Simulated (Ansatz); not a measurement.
# G0W0 on several functionals: BaTiO3 (R3m)

One-shot GW is not self-consistent; how far does the start matter for BaTiO3 (R3m)?

Method: G0W0 on several functionals, plane waves, PAW, in Ansatz 0.2.0.

**1. The starting structure**

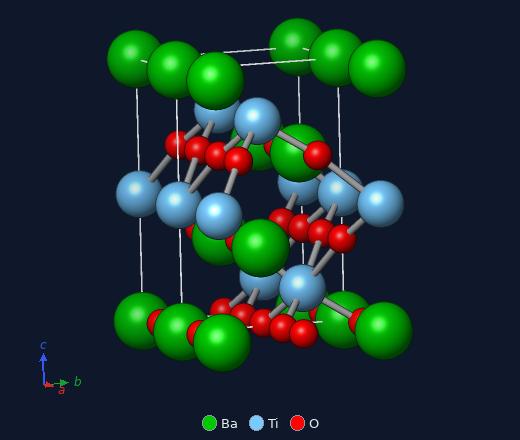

The starting structure, seen slightly off an axis (barium green, titanium blue, oxygen red). 2×1×1 cells are drawn. This picture shows the conventional cell, with its axes. Some periodic images of atoms are drawn too.

The cell and positions come from the Crystallography Open Database and are kept as given unless a step says otherwise. Spin-orbit coupling is left out unless a step names it. The default PAW set here is soft_1. Its files were made with PBE; for other functionals the partial waves and projectors stay those of PBE.

**2. G0W0 on LDA**

Now the one-shot GW correction: screening in the RPA, then the self-energy of the levels asked for.

This step: G0W0 on LDA, plane waves, PAW.

The input, input.yaml:

```yaml
crystal:
  lattice:
    - [2.8273666084, 1.6323808724, 2.3183934932]
    - [-2.8273666084, 1.6323808724, 2.3183934932]
    - [0.0, -3.2647617449, 2.3183934932]
  atoms:
    - { symbol: Ba, position: [0.0, 0.0, 0.0] }
    - { symbol: Ti, position: [0.4845, 0.4845, 0.4845] }
    - { symbol: O, position: [0.5086, 0.5086, 0.0175] }
    - { symbol: O, position: [0.0175, 0.5086, 0.5086] }
    - { symbol: O, position: [0.5086, 0.0175, 0.5086] }
kpoints:
  mp_grid: { grid: [4, 4, 4] }
hamiltonian:
  xc: lda
  pseudopotentials: { kind: paw, azcp: { folder: "./paw" } }
scf:
  occupations: { method: fixed }
gw:
  n_empty_bands: 236
  ecut_chi: 138
  qp_bands: [v2, c2]
  qp_kpoints: band_edges
  screening: { model: contour_deformation }
```

Run with:

```bash
$ ansatz run input.yaml --threads 3 --pin off --max-ram 92160MiB --backend cuda --events-out ev --progress --plain --runs-dir out --devices 1 --max-vram 13GiB
```

Numbers of over 12 decimals in the logs are rounded to 6 here.

Output:

```text
Warning: <dir> the record states the generating functional pbe (its physics header spells it `PBE`), which answers neither for hamiltonian.xc's functional nor for the lda family's — results may be inconsistent (PPs are generated against a specific XC)
Warning: <dir> the record states the generating functional pbe (its physics header spells it `PBE`), which answers neither for hamiltonian.xc's functional nor for the lda family's — results may be inconsistent (PPs are generated against a specific XC)
Warning: <dir> the record states the generating functional pbe (its physics header spells it `PBE`), which answers neither for hamiltonian.xc's functional nor for the lda family's — results may be inconsistent (PPs are generated against a specific XC)
GPUs: using 1 of 1 available (devices: 1).
Engine: ansatz 0.2.0, x86_64-unknown-linux-gnu
Pseudopotentials: kind: paw
Pseudopotential: Ba, paw, valence charge 10, recommended cutoff 420 eV (normal), <dir>
Pseudopotential: Ti, paw, valence charge 12, recommended cutoff 420 eV (normal), <dir>
Pseudopotential: O, paw, valence charge 6, recommended cutoff 420 eV (normal), <dir>
Functional definition: SPW92
  exchange = slater_x
  correlation = pw_c
device memory: the entry about to start is reckoned to put 0.6 GiB on a device that reports 66.7 GiB free (of which the cap on the GPU budget leaves the run 13.0 GiB)
GPU FFT provider: cuFFT
GPU libraries: cuBLAS 13.8.2, cuFFT 12.4.0, cuSOLVER 12.3.4
Crystal: 5 atoms, lattice volume = 64.201 Å³
Basis set: ecut = 420 eV, 1237 PW (Γ)
Bands: 25, of which v1, the nominal top of the filled ones, is band 20 counted from 1 (19 counted from 0)
Symmetry: 6 space group operations
Space group: R3m (ITA 160), of the structure as read, at distance tolerance 4.0e-5 Å
k-points: 13 of 64 (time reversal used)
Non-local potential: Ba, projectors of the file, l = 0: 3, l = 1: 2, l = 2: 2, l = 3: 2
Non-local potential: Ti, projectors of the file, l = 0: 3, l = 1: 2, l = 2: 3, l = 3: 1
Non-local potential: O, projectors of the file, l = 0: 2, l = 1: 2, l = 2: 1
PAW form: soft (Blöchl's): semilocal exchange-correlation on the pseudo side does not see the compensation charge
PAW frozen core: Ba, regenerated for the run's functional, and the local potential with it (the file was generated under x = pbe(κ = 0.804, μ = 0.219515), c = pbe(β = 0.066725))
PAW frozen core: Ti, regenerated for the run's functional, and the local potential with it (the file was generated under x = pbe(κ = 0.804, μ = 0.219515), c = pbe(β = 0.066725))
PAW frozen core: O, regenerated for the run's functional, and the local potential with it (the file was generated under x = pbe(κ = 0.804, μ = 0.219515), c = pbe(β = 0.066725))
PAW one-centre angular grid: Ba, 194 points (default); XC on 64 Gauss nodes
PAW one-centre angular grid: Ti, 590 points (default); XC on 64 Gauss nodes
PAW one-centre angular grid: O, 110 points (default); XC on 64 Gauss nodes
Initial density: superposition of atomic densities (chi_scale 0.1, normalization cell, long waves kept (reshape's long-wave potential 0.00 eV rms))
Initial wavefunctions: pseudopotential atomic-orbital guess
GPU buffer pool allocated for 19683 grid points (all kernels)
GPU transforms: local potential and band sums: pruned to the plane-wave sphere, on 27×27×27
Functional: x = slater, c = lda
SCF iter   1: F=—  HF=-9905.097852 eV  |F-HF|=—  |Δ(HF+E_count)|=         —  Δρ=5.59e-2  dr2=1.95e0  ethr=3.10e-3  ⟨swp⟩=4.8  Hψ=1256  notcnv=0  defer=25
preconditioner: auto → Resta (q_TF=auto, 2.521 Å⁻¹)  ε∞=5.8  [insulator: Δε(μ)=2.556 eV  Ē_g=11.529 eV  n_scr=18 (ndim 8)  ℏωp=25.4 eV  f_vac=0.000  ε∞_Penn≈5.8]
SCF iter   2: F=—  HF=-9904.694431 eV  |F-HF|=—  |Δ(HF+E_count)|=   4.03e-1  Δρ=2.35e-2  dr2=4.91e-1  ethr=3.10e-3  ⟨swp⟩=2.5  Hψ=596  notcnv=0  defer=18
SCF iter   3: F=—  HF=-9904.624218 eV  |F-HF|=—  |Δ(HF+E_count)|=   7.02e-2  Δρ=1.78e-2  dr2=1.94e-1  ethr=1.23e-3  ⟨swp⟩=2.2  Hψ=543  notcnv=0  defer=26
SCF iter   4: F=—  HF=-9904.591466 eV  |F-HF|=—  |Δ(HF+E_count)|=   3.28e-2  Δρ=6.86e-3  dr2=3.54e-2  ethr=4.85e-4  ⟨swp⟩=2.4  Hψ=629  notcnv=0  defer=25
SCF iter   5: F=—  HF=-9904.584193 eV  |F-HF|=—  |Δ(HF+E_count)|=   7.27e-3  Δρ=1.62e-3  dr2=1.72e-3  ethr=8.84e-5  ⟨swp⟩=2.1  Hψ=458  notcnv=0  defer=36
SCF iter   6: F=—  HF=-9904.583861 eV  |F-HF|=—  |Δ(HF+E_count)|=   3.32e-4  Δρ=3.14e-4  dr2=7.01e-5  ethr=4.29e-6  ⟨swp⟩=2.2  Hψ=493  notcnv=0  defer=37
SCF iter   7: F=—  HF=-9904.583850 eV  |F-HF|=—  |Δ(HF+E_count)|=   1.10e-5  Δρ=3.17e-5  dr2=5.00e-7  ethr=1.75e-7  ⟨swp⟩=2.2  Hψ=497  notcnv=0  defer=15
SCF iter   8: F=-9904.583849 eV  HF=-9904.583849 eV  |F-HF|=7.15e-9  |Δ(HF+E_count)|=   4.76e-8  Δρ=6.16e-6  dr2=1.71e-8  ethr=2.50e-10  ⟨swp⟩=8.5  Hψ=1296  notcnv=0
SCF 1 converged in 8 iterations: F = -9904.583849 eV  dr2 = 1.71e-8
  greatest PAW one-centre occupation: 0.998 electrons in one spin orbital (limit 2), on the Ti atom at site 1 (counted from 0), in its partial waves of l = 0
device memory: the entry about to start is reckoned to put 0.7 GiB on a device that reports 67.9 GiB free (of which the cap on the GPU budget leaves the run 13.0 GiB)
NSCF: frozen V_eff on 13 k-points, pencils in batches of 32, up to order 100
[...]
G₀W₀ screening: q 1/13
[... further progress lines ...]
device memory: the entry about to start is reckoned to put 0.3 GiB on a device that reports 61.9 GiB free (of which the cap on the GPU budget leaves the run 13.0 GiB)
NSCF: frozen V_eff on 1 k-points
device memory: the entry about to start is reckoned to put 0.3 GiB on a device that reports 62.0 GiB free (of which the cap on the GPU budget leaves the run 13.0 GiB)
NSCF: frozen V_eff on 1 k-points
device memory: the entry about to start is reckoned to put 0.3 GiB on a device that reports 62.0 GiB free (of which the cap on the GPU budget leaves the run 13.0 GiB)
NSCF: frozen V_eff on 1 k-points
SCF converged after 8 iterations
Free energy (F): -9904.583849 eV
Harris-Foulkes:  -9904.583849 eV  (|F-HF|=7.15e-9)
Internal energy: -9904.583849 eV  (E = F + TS)
E sigma→0 (E₀):  -9904.583849 eV
Fermi energy:    9.818031 eV
--- Per-component energies (eV) ---
  E_band       = -151.076828
  E_kinetic    = 942.908697
  E_local      = -2203.235027  (includes V_loc(G=0)·N_el)
  E_nonlocal   = 320.908708
  E_hartree    = 842.706114
  E_xc         = -526.072883
  E_vxc        = -549.301188  (∫ρ·V_xc dr)
  E_paw        = -6473.487251  (= ΣΔE_a)
  E_vpaw       = -347.775393  (= ΣTr[D̂ρ^β])
  E_aug_tail   = 0.002241  (compensation charges beyond the density's cutoff)
  E_ewald      = -2809.213684
  E_core_change = 0.899235  (= ΣΔE_core)
  E_smearing   = -0.000000  (= −TS)
  E_closure    = -0.000000  (closes the sum)
  Σ components = -9904.583849   (vs F -9904.583849, Δ=0.00e0)
--- Band table (eV; the first three rows and the last of 13) ---
  k-point 0: bands = [... 16 lower, 8.7190, 9.3230, 9.4671, 9.4671, 12.1724, 12.1724, 12.3276, 14.3943, ... 1 higher]
  k-point 1: bands = [... 16 lower, 8.3858, 8.6098, 9.1870, 9.2337, 12.2621, 12.8858, 12.9677, 14.3854, ... 1 higher]
  k-point 2: bands = [... 16 lower, 8.1369, 8.1936, 8.8900, 9.0296, 12.3296, 13.6160, 13.7113, 14.3554, ... 1 higher]
  k-point 12: bands = [... 16 lower, 7.5310, 9.8031, 9.8031, 9.8180, 14.1730, 14.3218, 14.3218, 16.4735, ... 1 higher]
--- G₀W₀: contour deformation, 6 samples at zero and on the imaginary axis and 1 off it, 64 q-points, 236 empty bands' worth ---
  eigenvalues of the whole cell's RPA ε∞ on this k-mesh (on a slab, of 1 + 4πα/V) = 5.3900, 5.8602, 5.8602; static W/v taken at q = 0 is 0.175497
  bands read: the sum over 256 bands ends inside a degenerate multiplet in 1 slot, whose members it reads at an even weight; the widest, k=12: bands 256 to 257 (counted from 1) at 1/2 each
  gw.qp_kpoints: band_edges: 9 of 13 stored k-points solved, in 1 pass; an edge of the gap read off the rows below is read off those points alone
    valence top: of the k-points left out ik 8 came nearest to being solved in a further pass, in band 20 (counted from 1, as in the quasiparticle table): it holds the edge there only if its correction is more favourable than any solved in that band by at least 0.461 eV; those differ by 0.074 eV
    conduction bottom: of the k-points left out ik 9 came nearest to being solved in a further pass, in band 21 (counted from 1, as in the quasiparticle table): it holds the edge there only if its correction is more favourable than any solved in that band by at least 0.976 eV; those differ by 0.045 eV
    ik  band        ε_KS         Σx   Σc(E_QP)       V_xc       Z   E_QP_lin       E_QP  E_QP is
     0    19      9.4671   -25.7743     4.1227   -21.4345  0.7306     9.2492     9.2500  root
     0    20      9.4671   -25.7743     4.1227   -21.4345  0.7306     9.2492     9.2500  root
     0    21     12.1724   -13.0308    -6.1556   -20.6661  0.7425    13.6927    13.6521  root
     0    22     12.1724   -13.0308    -6.1556   -20.6661  0.7425    13.6927    13.6521  root
     1    19      9.1870   -25.2030     4.0065   -20.9786  0.7285     8.9682     8.9691  root
     1    20      9.2337   -25.7688     4.2611   -21.2661  0.7285     8.9911     8.9922  root
     1    21     12.2621   -13.2466    -6.2079   -20.9404  0.7398    13.7901    13.7479  root
     1    22     12.8858   -13.9882    -6.4670   -21.9528  0.7251    14.4339    14.3835  root
     2    19      8.8900   -25.3107     4.1543   -20.9101  0.7261     8.6425     8.6436  root
     2    20      9.0296   -25.8908     4.4363   -21.1806  0.7271     8.7544     8.7558  root
     2    21     12.3296   -13.3375    -6.3698   -21.2203  0.7367    13.8882    13.8426  root
     2    22     13.6160   -14.6499    -6.9972   -23.1566  0.7033    15.1935    15.1254  root
     3    19      8.9276   -25.2422     4.2137   -20.7705  0.7276     8.6684     8.6696  root
     3    20      9.3435   -25.4470     4.4608   -20.6983  0.7237     9.0540     9.0556  root
     3    21     12.8824   -13.8329    -6.5824   -21.9255  0.7258    14.4443    14.3926  root
     3    22     13.0174   -14.2158    -6.5429   -22.2676  0.7208    14.5802    14.5263  root
     4    19      8.8369   -25.1244     4.4850   -20.3348  0.7219     8.5303     8.5323  root
     4    20      9.3412   -25.1588     4.5244   -20.3436  0.7208     9.0487     9.0504  root
     4    21     12.9734   -14.0483    -6.6402   -22.2101  0.7222    14.5494    14.4950  root
     4    22     13.6608   -14.5008    -7.1320   -23.1500  0.7024    15.2480    15.1780  root
     5    19      8.9599   -25.2945     4.2538   -20.7775  0.7276     8.6954     8.6967  root
     5    20      9.3648   -25.3922     4.4274   -20.6872  0.7233     9.0857     9.0872  root
     5    21     12.8005   -13.7918    -6.5105   -21.8109  0.7283    14.3589    14.3091  root
     5    22     13.0363   -14.0184    -6.6347   -22.1624  0.7209    14.6001    14.5457  root
[...]
10    19      9.3223   -25.1852     4.5890   -20.2945  0.7208     9.0188     9.0206  root
    10    20      9.7870   -25.6907     4.6006   -20.8254  0.7228     9.5210     9.5222  root
    10    21     13.8857   -14.6301    -7.2918   -23.4345  0.6965    15.4721    15.3982  root
    10    22     13.9857   -14.6937    -7.3234   -23.5353  0.6946    15.5796    15.5039  root
    12    19      9.8031   -25.7385     4.5981   -20.8824  0.7229     9.5440     9.5452  root
    12    20      9.8180   -25.7631     4.6091   -20.8952  0.7229     9.5580     9.5592  root
    12    21     14.1730   -14.6101    -7.6046   -23.7242  0.6871    15.7637    15.6824  root
    12    22     14.3218   -14.7070    -7.6951   -23.9194  0.6838    15.9230    15.8391  root
```

Run time: 23 s. Hardware: 1 × NVIDIA H100 80GB HBM3 (shared by 6 runs) with 3 threads of AMD EPYC 7R13 (Zen 3), shared host; peak memory 1.2 GiB.

This step gave:

* bands summed: 256
* RPA ε∞ on this mesh (eigenvalues): 5.390, 5.860, 5.860
* plane waves in the screening matrix: 251
* q-points in the mesh: 64
* G0W0 gap on the mesh: 4.093 eV
* k of the valence top: -0.5, -0.5, -0.5
* k of the conduction bottom: 0, 0, 0
* starting gap on the mesh: 2.354 eV
* Z at the valence top: 0.7229
* Z at the conduction bottom: 0.7425
* least direct G0W0 gap on the computed points: 4.402 eV

The gap on the mesh goes from 2.35 eV to 4.09 eV, a correction of +1.74 eV. Between the two edge states, bare exchange in place of the xc potential would open the gap by 12.50 eV, and correlation takes back 10.76 eV.

(Continued in part 2 of 2.)

[Paths, hosts, dates, memory and timing lines, banners, echoed tables and standing remarks are left out of the program output.]

[Logs are printed without paths, hosts, clocks, repeated set-up lines and the standing remarks that a program may print on its own settings, such as how far it seeks lower states.]

[Runs of the session that timed out or met a known fault of the program may be left out.]

[Cells called generated may have been cut or substituted from an entry of the Crystallography Open Database or the Materials Project.]

[Hosts, paths, dates, database ids (printed as entryN), source tags and the programs' standing remarks are cut or masked in the printed files.]
